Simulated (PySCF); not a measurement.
## Electronic structure of C5H7F3N (SMILES CC/[C]=N/CC(F)(F)F) (doublet) in real space

Input

```
{"job": {"kind": "epr", "basis": "pcH-1"}, "charge": 0, "multiplicity": 2}
C     -2.303268    -0.668682    -0.762908
C     -1.904636     0.749068    -0.337069
C     -0.575380     0.850611     0.267952
N      0.226834    -0.052761     0.544751
C      1.534118     0.090055     1.102063
C      2.572046    -0.163874     0.012763
F      2.488094    -1.392905    -0.505902
F      3.820853    -0.032828     0.490946
F      2.461318     0.697055    -1.006190
H     -2.290648    -1.334894     0.095253
H     -3.301773    -0.662082    -1.193591
H     -1.600560    -1.046458    -1.500434
H     -1.921640     1.420333    -1.200871
H     -2.623166     1.144445     0.387335
H      1.673991    -0.674163     1.873341
H      1.736215     1.086024     1.523600
```

Run with:

```sh
OMP_NUM_THREADS=1 python probes_run.py task.json out
```

Geometry: GFN2-xTB.

Level of theory: UKS B3LYP, pcH-1 on C F H N, non-relativistic, mean-field spin-orbit, GIAO (PySCF).

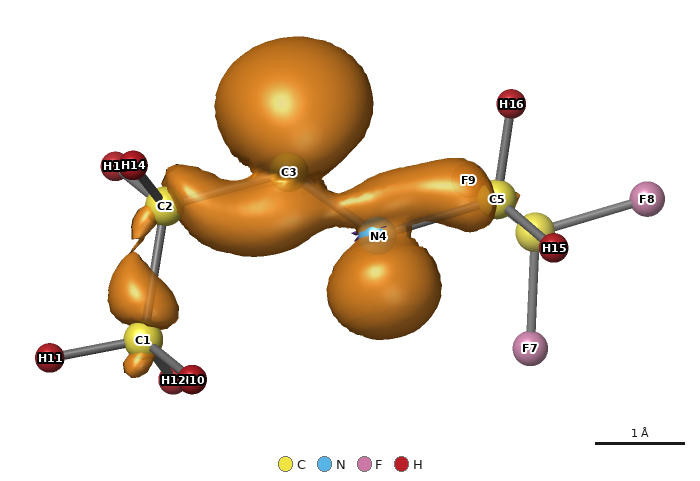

Figure 1. Isosurfaces of the spin density (α minus β) at +0.03 (orange) and −0.03 e/Å³ (purple), seen at a tilt.

Describe the spin distribution.

Answer. The unpaired spin (1 electron) lies mostly on C3 (about 0.6), N4 (about 0.2) and C2 (about 0.1), in electrons by Hirshfeld's partition.

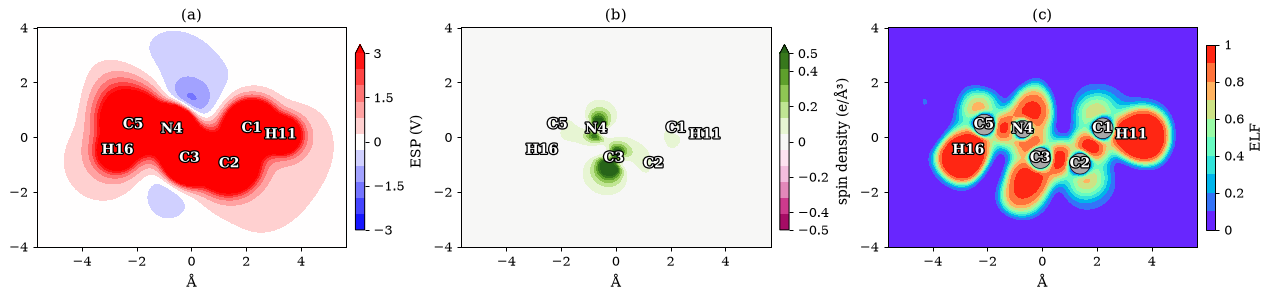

Figure 2. (a) molecular electrostatic potential; (b) spin density; (c) ELF on the plane of atoms C1, C2 and C3. Grey discs cover the atomic cores in the ELF map.

What does the map show?

Answer.
- The plane passes through C, N and H nuclei.
- C–N (1.24 Å): the ELF peaks at about 0.90 between the atoms (a multiple bond).
- C–C (1.46 Å): the ELF peaks at about 0.95 between the atoms (localised, covalent bonding).
- C–H (1.09 Å): the ELF climbs to about 1 towards the hydrogen, as it does in any bond to H: an ordinary covalent bond to hydrogen.
- C–N (1.43 Å): the ELF peaks at about 0.95 between the atoms, as expected for localised, covalent bonding.
- C–C (1.53 Å): the ELF peaks at about 0.95 between the atoms: a covalent bond.
- The ELF also peaks beside C3 and N4, away from the bonds: non-bonding electrons, paired or unpaired.
- Outside the dense part of the molecule the potential is most negative (−1.4 V) near N4.

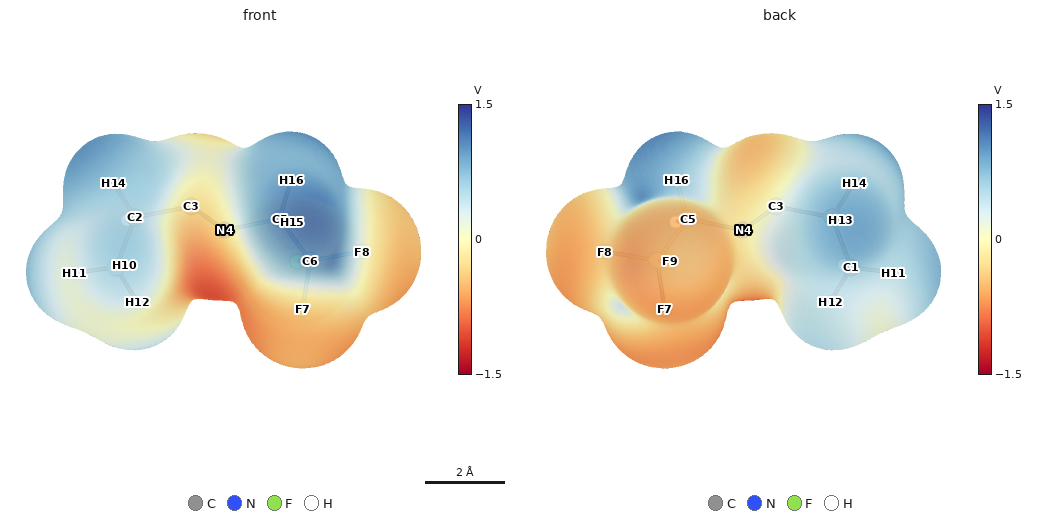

Figure 3. The electrostatic potential painted on the density surface at 0.002 e/bohr³, seen from the front and from behind; red is negative and blue positive.

Describe the electrostatic potential map.

Answer. The most negative region (about −1.0 V) lies over N4, the most positive (about +1.2 V) over H15. N4 is the likeliest acceptor of a hydrogen bond.
